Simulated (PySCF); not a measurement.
## Run report: TiH2O2, frequency calculation

- system: TiH2O2, multiplicity 3
- method: UKS-based PBE0, Ti def2-TZVP, O def2-TZVP, H def2-TZVP; non-relativistic Hamiltonian; density fitting (PySCF 2.14.0)

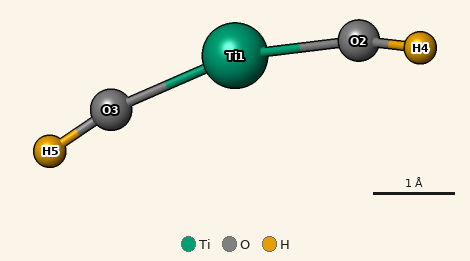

**Figure 1.** The input geometry (ball-and-stick view, seen at a tilt; atoms are numbered from 1 in the order of the input). Sticks mark near contacts. Bond lengths as drawn: H–O 0.95 Å and O–Ti 1.81 Å.

Summary

```tsv
quantity	value
outcome	converged
total energy	−1000.886285 hartree
⟨S²⟩	2.007
zero-point energy	0.025507 hartree
dipole moment	0.57 D
wavenumbers, lowest and highest	64 and 4004 cm⁻¹
hardware	4 threads of Arm Neoverse V1, 24 GiB of memory available, shared host
wall time	5 min (CPU time 16 min)
peak memory	1.7 GiB
```

Checks after the run noted: the SCF density has lower symmetry than the nuclear frame.

The input
```python
from pyscf import gto, scf, dft
mol = gto.M(atom='''
Ti     0.014565     0.132159     0.002788
O     -0.352457    -0.140733     1.757447
O      0.321436    -0.140733    -1.763384
H     -0.557019    -0.481944     2.622536
H      0.450789    -0.481944    -2.642869''',
    basis={'Ti': 'def2-TZVP', 'O': 'def2-TZVP', 'H': 'def2-TZVP'},
    charge=0, spin=2)
mf = dft.UKS(mol, xc='PBE0')
mf.grids.atom_grid = (75, 302)
aux = {'Ti': 'def2-universal-JKFIT', 'O': 'def2-universal-JKFIT', 'H': 'def2-universal-JKFIT'}
mf = mf.density_fit(auxbasis=aux)
mf.conv_tol = 1e-09
mf.diis_space = 10
mf.max_cycle = 60
mf.verbose = 4
mf.kernel()
```

The script is an equivalent of the set-up of the self-consistent field. The run itself was carried out by a driver, which started from the orbitals of the step before it where there was one and computed the further properties.

Launch command:
```bash
OMP_NUM_THREADS=4 python axn.py task.json out
```

What the program printed
```
init E= -1000.88628527082
  alpha nocc = 21  HOMO = -0.177280939096053  LUMO = 0.00135639314687971
  beta  nocc = 19  HOMO = -0.321691414712863  LUMO = -0.0510541892923052
  HOMO = -0.177280939096  LUMO = -0.0510541892923  gap/eV = 3.43480
cycle= 1 E= -1000.88628527111  delta_E= -2.88e-10  |g|= 5.38e-06  |ddm|= 2.28e-05
  alpha nocc = 21  HOMO = -0.177280861464838  LUMO = 0.00135651729326929
  beta  nocc = 19  HOMO = -0.321691433408376  LUMO = -0.0510541328025893
  HOMO = -0.177280861465  LUMO = -0.0510541328026  gap/eV = 3.43480
cycle= 2 E= -1000.88628527139  delta_E= -2.86e-10  |g|= 5.41e-06  |ddm|= 2.29e-05
  alpha nocc = 21  HOMO = -0.177280902188612  LUMO = 0.00135645245850829
  beta  nocc = 19  HOMO = -0.321691413577897  LUMO = -0.051054160662552
  HOMO = -0.177280902189  LUMO = -0.0510541606626  gap/eV = 3.43480
cycle= 3 E= -1000.88628527146  delta_E= -6.89e-11  |g|= 5.39e-06  |ddm|= 6.21e-06
  alpha nocc = 21  HOMO = -0.177280932010079  LUMO = 0.00135640532357208
  beta  nocc = 19  HOMO = -0.321691415083229  LUMO = -0.0510541807816982
  HOMO = -0.17728093201  LUMO = -0.0510541807817  gap/eV = 3.43480
Extra cycle  E= -1000.88628527175  delta_E= -2.9e-10  |g|= 5.39e-06  |ddm|= 2.29e-05
converged SCF energy = -1000.88628527175  <S^2> = 2.0065325  2S+1 = 3.0043519
```

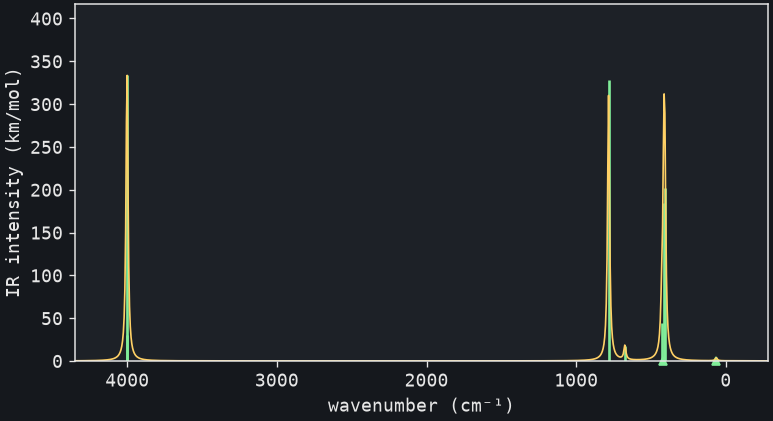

**Figure 2.** Harmonic infrared spectrum, unscaled: sticks (degenerate modes added up, dark ones marked on the axis) with a Lorentzian envelope of 16 cm⁻¹ full width, scaled to the tallest stick. 9 modes from 64 to 4004 cm⁻¹, none imaginary. The strongest line is at 4001 cm⁻¹ (333 km/mol). All modes, in cm⁻¹ (km/mol): 64 (3.6), 408 (202), 415 (184), 418 (0.8), 429 (44), 675 (17.6), 784 (328), 4001 (333), 4004 (30).

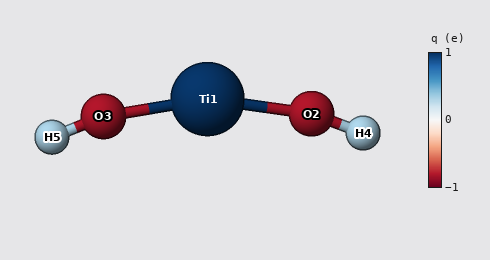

**Figure 3.** Mulliken charges, as the colour of each atom (ball-and-stick view, seen on its broad side; atoms are numbered from 1 in the order of the input). By element: Ti +0.97, O −0.81 and H +0.32 e.
